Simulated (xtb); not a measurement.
## Run report: C2H5P, geometry relaxation (part 2 of 2)

C2H5P, SMILES C1CP1; GFN2-xTB (xtb 6.7.1). The geometry comes from this level: GFN2-xTB.

Geometry of the input (Å):
```
C  -0.6575  0.2954  -0.3891
C  0.7204  0.3322  0.2023
P  -0.4388  -0.8113  1.0721
H  -0.7916  -0.1639  -1.3582
H  -1.2838  1.1643  -0.2347
H  1.0001  1.2251  0.7459
H  1.5355  -0.1017  -0.3593
H  -0.0843  -1.9401  0.3211
```

### The program's output, continued
```
 iter      E             dE          RMSdq      gap      omega  full diag
   1     -9.4236513 -0.942365E+01  0.532E-04    5.39       0.0  T
   2     -9.4236513 -0.782876E-10  0.289E-04    5.39     122.4  T
   3     -9.4236513 -0.189537E-11  0.127E-04    5.39     277.6  T
     SCC iter.                  ...        0 min,  0.001 sec
     gradient                   ...        0 min,  0.002 sec
 * total energy  :    -9.3070153 Eh     change       -0.2035438E-09 Eh
   gradient norm :     0.0000095 Eh/α   predicted    -0.9652819E-09 ( 374.24%)
   displ. norm   :     0.0001410 α      lambda        0.9264274E-09
   maximum displ.:     0.0001238 α      in ANC's #5, #4, #2, ...

   *** GEOMETRY OPTIMIZATION CONVERGED AFTER 6 ITERATIONS ***

------------------------------------------------------------------------
 total energy gain   :        -0.0000007 Eh       -0.0005 kcal/mol
 total RMSD          :         0.0019121 a0        0.0010 Å
 total power (kW/mol):        -0.0003256 (step)   -0.0601 (real)
------------------------------------------------------------------------

 ANCopt (total)                0 d,  0 h,  0 min,  0.033 sec
 optimizer setup                ...        0 min,  0.000 sec (  0.381%)
 model hessian                  ...        0 min,  0.001 sec (  2.266%)
 ANC generation                 ...        0 min,  0.000 sec (  0.637%)
 coordinate transformation      ...        0 min,  0.000 sec (  0.224%)
 single point calculation       ...        0 min,  0.030 sec ( 91.054%)
 optimization log               ...        0 min,  0.001 sec (  1.801%)
 hessian update                 ...        0 min,  0.000 sec (  0.195%)
 rational function              ...        0 min,  0.001 sec (  2.230%)

================
 final structure:
================
$coord
       -1.24227228880907        0.55716019178597       -0.73476316658783      c
        1.36143231780339        0.62731744705198        0.38280656006944      c
       -0.82906138459022       -1.53251477556105        2.02774748146399      p
       -1.49517787285637       -0.31100659478803       -2.56608326100683      h
       -2.42597650856872        2.19918792647995       -0.44349026369138      h
        1.88991473961076        2.31548894449976        1.40897898280901      h
        2.90157755809698       -0.19254291288180       -0.67888694327793      h
       -0.16041766342574       -3.66309022658677        0.60370950748253      h
$end

 Bond Distances (Angstroems)
 ---------------------------
C1-C2=1.4998         C1-P3=1.8460         C1-H4=1.0808         C1-H5=1.0822         C2-C1=1.4998         C2-P3=1.8460
C2-H6=1.0822         C2-H7=1.0808         P3-C1=1.8460         P3-C2=1.8460         P3-H8=1.4015         H4-C1=1.0808
H5-C1=1.0822         H6-C2=1.0822         H7-C2=1.0808         H8-P3=1.4015
 C  H  Rav=1.0815 sigma=0.0007  Rmin=1.0808  Rmax=1.0822     4
 C  C  Rav=1.4998 sigma=0.0000  Rmin=1.4998  Rmax=1.4998     1
 P  H  Rav=1.4015 sigma=0.0000  Rmin=1.4015  Rmax=1.4015     1
 P  C  Rav=1.8460 sigma=0.0000  Rmin=1.8460  Rmax=1.8460     2

 selected bond angles (degree)
 --------------------
P3-C1-C2= 66.03                H4-C1-C2=118.54                H4-C1-P3=118.04                H5-C1-C2=117.11
H5-C1-P3=115.90                H5-C1-H4=113.41                P3-C2-C1= 66.03                H6-C2-C1=117.11
H6-C2-P3=115.90                H7-C2-C1=118.54                H7-C2-P3=118.04                H7-C2-H6=113.41
C2-P3-C1= 47.94                H8-P3-C1= 94.93                H8-P3-C2= 94.93

 selected dihedral angles (degree)
 ---------------------------------
P3-C2-C1-H4=249.89            P3-C2-C1-H5=108.02            H6-C2-C1-P3=251.98            H6-C2-C1-H4=141.87
H6-C2-C1-H5=  0.00            H7-C2-C1-P3=110.11            H7-C2-C1-H4=  0.00            H7-C2-C1-H5=218.13
C2-P3-C1-H4=110.83            C2-P3-C1-H5=250.21            H8-P3-C1-C2=267.80            H8-P3-C1-H4= 18.64
H8-P3-C1-H5=158.01            C1-P3-C2-H6=109.79            C1-P3-C2-H7=249.16            H8-P3-C2-C1= 92.20
H8-P3-C2-H6=201.99            H8-P3-C2-H7=341.36
           -------------------------------------------------
          |                Final Singlepoint                |
           -------------------------------------------------

          ...................................................
          :                      SETUP                      :
          :.................................................:
          :  # basis functions                  23          :
          :  # atomic orbitals                  22          :
          :  # shells                           12          :
          :  # electrons                        18          :
          :  max. iterations                   250          :
          :  Hamiltonian                  GFN2-xTB          :
          :  restarted?                      false          :
          :  GBSA solvation                  false          :
          :  PC potential                    false          :
          :  electronic temp.          300.0000000     K    :
          :  accuracy                    1.0000000          :
          :  -> integral cutoff          0.2500000E+02      :
          :  -> integral neglect         0.1000000E-07      :
          :  -> SCF convergence          0.1000000E-05 Eh   :
          :  -> wf. convergence          0.1000000E-03 e    :
          :  Broyden damping             0.4000000          :
          :  net charge                          0          :
          :  unpaired electrons                  0          :
          ...................................................

 iter      E             dE          RMSdq      gap      omega  full diag
   1     -9.4236513 -0.942365E+01  0.383E-05    5.39       0.0  T
   2     -9.4236513 -0.250466E-12  0.221E-05    5.39    1602.7  T
   3     -9.4236513  0.177636E-13  0.458E-06    5.39    7713.8  T

   *** convergence criteria satisfied after 3 iterations ***

         #    Occupation            Energy/Eh            Energy/eV
      -------------------------------------------------------------
         1        2.0000           -0.6692015             -18.2099
       ...           ...                  ...                  ...
         3        2.0000           -0.5716926             -15.5565
         4        2.0000           -0.5239739             -14.2581
         5        2.0000           -0.4950285             -13.4704
         6        2.0000           -0.4597572             -12.5106
         7        2.0000           -0.4405132             -11.9870
         8        2.0000           -0.4048017             -11.0152
         9        2.0000           -0.3985689             -10.8456 (HOMO)
        10                         -0.2005810              -5.4581 (LUMO)
        11                         -0.1830745              -4.9817
        12                         -0.0497607              -1.3541
        13                          0.0070202               0.1910
        14                          0.0594286               1.6171
       ...                                ...                  ...
        22                          0.8880155              24.1641
      -------------------------------------------------------------
                  HL-Gap            0.1979880 Eh            5.3875 eV
             Fermi-level           -0.2995749 Eh           -8.1518 eV

 SCC (total)                   0 d,  0 h,  0 min,  0.004 sec
 SCC setup                      ...        0 min,  0.000 sec (  2.168%)
 Dispersion                     ...        0 min,  0.000 sec (  0.860%)
 classical contributions        ...        0 min,  0.000 sec (  0.846%)
 integral evaluation            ...        0 min,  0.001 sec ( 20.734%)
 iterations                     ...        0 min,  0.001 sec ( 25.210%)
 molecular gradient             ...        0 min,  0.002 sec ( 45.549%)
 printout                       ...        0 min,  0.000 sec (  4.114%)

         :::::::::::::::::::::::::::::::::::::::::::::::::::::
         ::                     SUMMARY                     ::
         :::::::::::::::::::::::::::::::::::::::::::::::::::::
         :: total energy              -9.307015257584 Eh    ::
         :: gradient norm              0.000009451314 Eh/a0 ::
         :: HOMO-LUMO gap              5.387526413908 eV    ::
         ::.................................................::
         :: SCC energy                -9.423650737042 Eh    ::
         :: -> isotropic ES            0.001496016657 Eh    ::
         :: -> anisotropic ES          0.001186636222 Eh    ::
         :: -> anisotropic XC          0.006381616967 Eh    ::
         :: -> dispersion             -0.003494603960 Eh    ::
         :: repulsion energy           0.116635479458 Eh    ::
         :: add. restraining           0.000000000000 Eh    ::
         :: total charge              -0.000000000000 e     ::
         :::::::::::::::::::::::::::::::::::::::::::::::::::::

           -------------------------------------------------
          |                Property Printout                |
           -------------------------------------------------

    * Orbital Energies and Occupations

         #    Occupation            Energy/Eh            Energy/eV
      -------------------------------------------------------------
         1        2.0000           -0.6692015             -18.2099
         2        2.0000           -0.5918116             -16.1040
         3        2.0000           -0.5716926             -15.5565
         4        2.0000           -0.5239739             -14.2581
         5        2.0000           -0.4950285             -13.4704
         6        2.0000           -0.4597572             -12.5106
         7        2.0000           -0.4405132             -11.9870
         8        2.0000           -0.4048017             -11.0152
         9        2.0000           -0.3985689             -10.8456 (HOMO)
        10                         -0.2005810              -5.4581 (LUMO)
        11                         -0.1830745              -4.9817
        12                         -0.0497607              -1.3541
        13                          0.0070202               0.1910
        14                          0.0594286               1.6171
        15                          0.0682737               1.8578
        16                          0.1651742               4.4946
        17                          0.1838881               5.0039
        18                          0.1995433               5.4299
        19                          0.2978296               8.1044
        20                          0.3326238               9.0512
       ...                                ...                  ...
        22                          0.8880155              24.1641
      -------------------------------------------------------------
                  HL-Gap            0.1979880 Eh            5.3875 eV
             Fermi-level           -0.2995749 Eh           -8.1518 eV

     #   Z          covCN         q      C6AA      α(0)
     1   6 c        3.753    -0.060    21.705     6.644
     2   6 c        3.753    -0.060    21.705     6.644
     3  15 p        2.828    -0.093   164.634    23.063
     4   1 h        0.926     0.046     2.376     2.411
     5   1 h        0.926     0.041     2.434     2.439
     6   1 h        0.926     0.041     2.434     2.439
     7   1 h        0.926     0.046     2.376     2.411
     8   1 h        0.977     0.039     2.455     2.449

 Mol. C6AA /au·bohr⁶  :        886.597059
 Mol. C8AA /au·bohr⁸  :      29499.390411
 Mol. α(0) /au        :         48.498566

Wiberg/Mayer (AO) data.
largest (>0.10) Wiberg bond orders for each atom

 ---------------------------------------------------------------------------
     #   Z sym  total        # sym  WBO       # sym  WBO       # sym  WBO
 ---------------------------------------------------------------------------
     1   6 c    3.966 --     2 c    1.012     3 p    1.008     5 h    0.970
                             4 h    0.969
     2   6 c    3.966 --     1 c    1.012     3 p    1.008     6 h    0.970
                             7 h    0.969
     3  15 p    3.069 --     1 c    1.008     2 c    1.008     8 h    0.980
     4   1 h    0.998 --     1 c    0.969
     5   1 h    0.998 --     1 c    0.970
     6   1 h    0.998 --     2 c    0.970
     7   1 h    0.998 --     2 c    0.969
     8   1 h    0.998 --     3 p    0.980
 ---------------------------------------------------------------------------

Topologies differ in total number of bonds
Writing topology from bond orders to xtbtopo.mol

molecular dipole:
                 x           y           z       tot (Debye)
 q only:        0.106       0.092      -0.252
   full:        0.243       0.147      -0.577       1.634
molecular quadrupole (traceless):
                xx          xy          yy          xz          yz          zz
 q only:        0.264      -0.223       0.383       0.459       0.524      -0.648
  q+dip:        0.172      -1.037       1.393       0.821       2.359      -1.565
   full:        0.249      -0.809       1.729       1.100       1.820      -1.978

           -------------------------------------------------
          |                Geometry Summary                 |
           -------------------------------------------------

      molecular mass/u    :       60.0349376
   center of mass at/Å    :       -0.2074260      -0.2899129       0.5014618
  moments of inertia/u·Å² :        0.2503859E+02   0.5060889E+02   0.6528407E+02
rotational constants/cm⁻¹ :        0.6732661E+00   0.3330963E+00   0.2582197E+00

 * 8 selected distances

     #   Z          #   Z                                           value/Å
     1   6 c        2   6 c                                       1.4998383
     1   6 c        3  15 p                                       1.8459831
     2   6 c        3  15 p                                       1.8459845 (max)
     1   6 c        4   1 h                                       1.0807930 (min)
     1   6 c        5   1 h                                       1.0821967
     2   6 c        6   1 h                                       1.0821962
     2   6 c        7   1 h                                       1.0807934
     3  15 p        8   1 h                                       1.4015028

 * 4 distinct bonds (by element types)

   Z      Z             #   av. dist./Å        max./Å        min./Å
   1 H    6 C           4     1.0814948     1.0821967     1.0807930
   6 C    6 C           1     1.4998383     1.4998383     1.4998383
   1 H   15 P           1     1.4015028     1.4015028     1.4015028
   6 C   15 P           2     1.8459838     1.8459845     1.8459831

optimized geometry written to: xtbopt.coord

           -------------------------------------------------
          | TOTAL ENERGY               -9.307015257584 Eh   |
          | GRADIENT NORM               0.000009451314 Eh/α |
          | HOMO-LUMO GAP               5.387526413908 eV   |
           -------------------------------------------------

------------------------------------------------------------------------
------------------------------------------------------------------------
 total:
 *  cpu-time:     0 d,  0 h,  0 min,  0.063 sec
 * ratio c/w:     0.977 speedup
 SCF:
 *  cpu-time:     0 d,  0 h,  0 min,  0.007 sec
 * ratio c/w:     0.988 speedup
 ANC optimizer:
 *  cpu-time:     0 d,  0 h,  0 min,  0.037 sec
 * ratio c/w:     0.977 speedup
```

### Standard error
```
normal termination of xtb
```

### Trajectory as extended XYZ (Å, eV, eV/Å), 6 frames, from step=0 to step=5
```
8
Properties=species:S:1:pos:R:3 step=0 energy=-253.25677
C    -0.6575    0.2954   -0.3891
C     0.7204    0.3322    0.2023
P    -0.4388   -0.8113    1.0721
H    -0.7916   -0.1639   -1.3582
H    -1.2838    1.1643   -0.2347
H     1.0001    1.2251    0.7459
H     1.5355   -0.1017   -0.3593
H    -0.0843   -1.9401    0.3211
8
Properties=species:S:1:pos:R:3 step=1 energy=-253.25673
C    -0.6571    0.2939   -0.3884
C     0.7208    0.3321    0.2029
P    -0.4381   -0.8103    1.0743
H    -0.7905   -0.1660   -1.3574
H    -1.2842    1.1623   -0.2346
H     1.0003    1.2257    0.7454
H     1.5357   -0.1018   -0.3591
H    -0.0870   -1.9360    0.3168
8
Properties=species:S:1:pos:R:3 step=2 energy=-253.25678
C    -0.6575    0.2949   -0.3888
C     0.7203    0.3317    0.2026
P    -0.4391   -0.8109    1.0731
H    -0.7913   -0.1644   -1.3580
H    -1.2837    1.1640   -0.2348
H     1.0001    1.2250    0.7457
H     1.5352   -0.1023   -0.3593
H    -0.0839   -1.9380    0.3196
8
Properties=species:S:1:pos:R:3 step=3 energy=-253.25678
C    -0.6572    0.2948   -0.3888
C     0.7207    0.3324    0.2025
P    -0.4381   -0.8112    1.0728
H    -0.7912   -0.1646   -1.3579
H    -1.2838    1.1636   -0.2346
H     1.0000    1.2259    0.7455
H     1.5358   -0.1012   -0.3592
H    -0.0863   -1.9396    0.3197
8
Properties=species:S:1:pos:R:3 step=4 energy=-253.25679
C    -0.6574    0.2949   -0.3888
C     0.7205    0.3320    0.2026
P    -0.4387   -0.8109    1.0730
H    -0.7913   -0.1646   -1.3579
H    -1.2838    1.1637   -0.2347
H     1.0002    1.2253    0.7457
H     1.5355   -0.1019   -0.3592
H    -0.0849   -1.9384    0.3195
8
Properties=species:S:1:pos:R:3 step=5 energy=-253.25679
C    -0.6574    0.2948   -0.3888
C     0.7204    0.3320    0.2026
P    -0.4387   -0.8110    1.0730
H    -0.7912   -0.1646   -1.3579
H    -1.2838    1.1638   -0.2347
H     1.0001    1.2253    0.7456
H     1.5354   -0.1019   -0.3593
H    -0.0849   -1.9384    0.3195
```

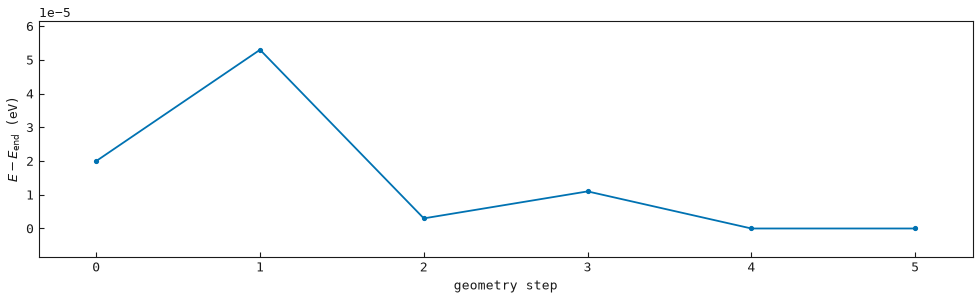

Fig. 1: Progress of the relaxation, step by step (steps are counted from 0). The atoms keep their places after the best rigid fit (all moves are under 0.005 Å). Over 5 geometry steps the energy falls by next to nothing (0.0 eV).

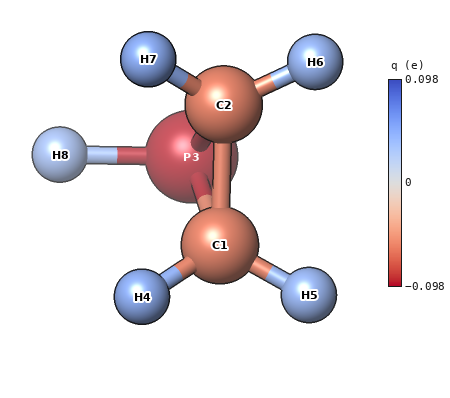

Fig. 2: Mulliken charges, as the colour of each atom (ball-and-stick view, seen at a tilt; atoms are numbered from 1 in the order of the input). By element: C −0.06, P −0.09 and H +0.04 to +0.05 e.

### Summary

| quantity | value |
| --- | --- |
| outcome | converged |
| electrons treated | 18 |
| total energy | −9.307015 hartree |
| dispersion energy | −0.003495 hartree |
| basis functions | 23 |
| HOMO | −10.85 eV |
| LUMO | −5.46 eV |
| dipole moment | 1.64 D |
| peak memory | 0.071 GiB |
